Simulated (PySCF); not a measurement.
CH2Cl2, SMILES `ClCCl`.

PySCF calculation, PBE0/cc-pVDZ, gas phase; geometry: GFN2-xTB. No frequency check shows the geometry to be a minimum. GFN2-xTB bond lengths at metals and heavier atoms can be off by up to 0.1 Å and shapes distorted, which carries into these values. Without diffuse functions Rydberg states are missing, so the states' numbers hold for this basis only.

Geometry (Å), atoms numbered from 1:

```
Cl1      1.4619   -0.2195    0.0000
C2      -0.0000    0.7810    0.0000
Cl3     -1.4619   -0.2195    0.0000
H4       0.0000    1.3893    0.9030
H5      -0.0000    1.3893   -0.9030
```

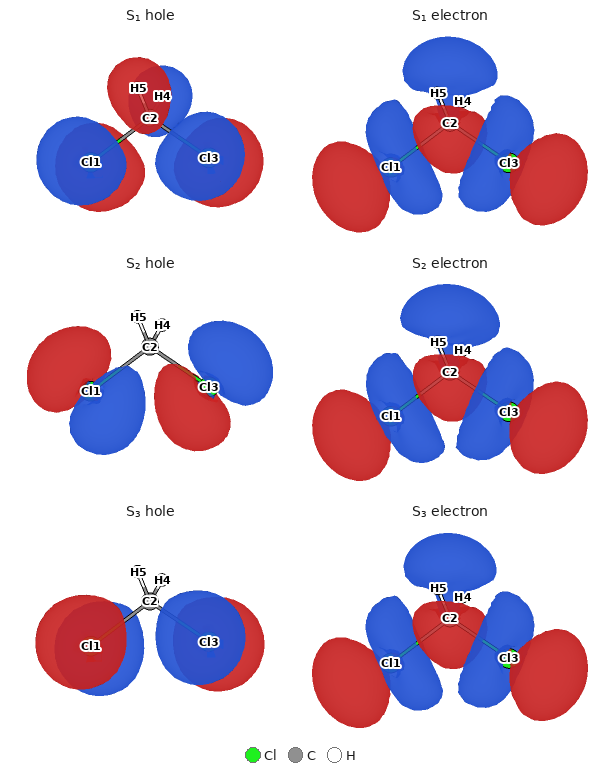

Leading natural transition orbitals (full linear response singlet states).

> Give the energy and character of each state.

By state:
- S₁: 7.10 eV (175 nm), f = 0.001 (very weak), partly diffuse acceptor orbital, which a basis without diffuse functions describes poorly; the leading pair carries 98 %; hole on Cl1 and Cl3 (40 % each), C2 (10 %) and H4 and H5 (5 % each), electron on C2 (31 %) and Cl1 and Cl3 (30 % each) (atom shares of so diffuse an orbital are rough); their centroids lie 0.2 Å apart.
- S₂: 7.36 eV (168 nm), f = 0.030, partly diffuse acceptor orbital, which a basis without diffuse functions describes poorly; the leading pair carries 93 %; hole on Cl1 and Cl3 (48 % each), electron on C2 (31 %), Cl1 and Cl3 (29 % each) and H4 and H5 (5 % each) (atom shares of so diffuse an orbital are rough); their centroids lie 0.4 Å apart.
- S₃: 7.66 eV (162 nm), f = 0.000 (dark), partly diffuse acceptor orbital, which a basis without diffuse functions describes poorly; the leading pair carries 86 %; hole on Cl1 and Cl3 (46 % each), electron on C2 (32 %) and Cl1 and Cl3 (30 % each) (atom shares of so diffuse an orbital are rough); their centroids lie 0.4 Å apart.
